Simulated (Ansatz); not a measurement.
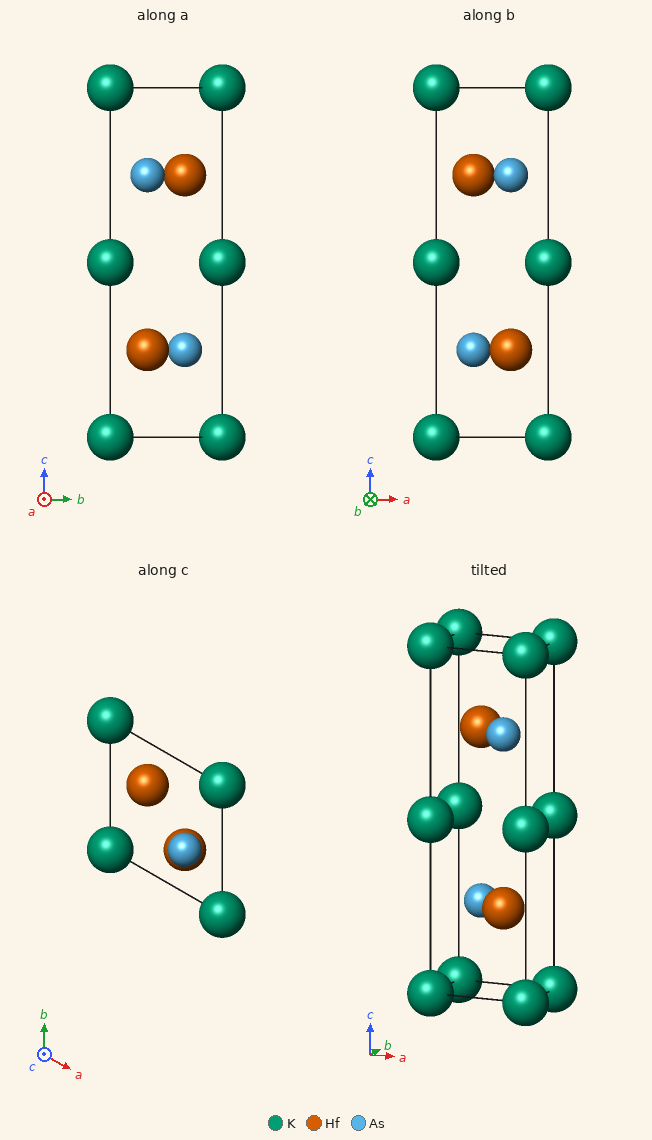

Drawn in the spheres-only manner and seen along the a axis, along the b axis, along the c axis and slightly off an axis. The wireframe shows the conventional unit cell.

Lattice parameters: a = 4.509 Å, b = 4.509 Å, c = 12.187 Å, α = 90.00°, β = 90.00°, γ = 120.00°. Put a along x and b in the xy plane.

Question: Express the structure as a POSCAR file.

Answer:
```
K Hf As
1.0
     4.509    0.000    0.000
    -2.255    3.905    0.000
     0.000    0.000   12.187
K Hf As
2 2 2
Direct
  0.0000 0.0000 0.0000
  0.0000 0.0000 0.5000
  0.3333 0.6667 0.7500
  0.6667 0.3333 0.2500
  0.3333 0.6667 0.2500
  0.6667 0.3333 0.7500
```

The structure comes from a structure type filled with these elements by a generator (whether the compound takes this form wasn't checked). Earlier steps of the study may have refined or changed the cell and positions. It went into a calculation with Ansatz.
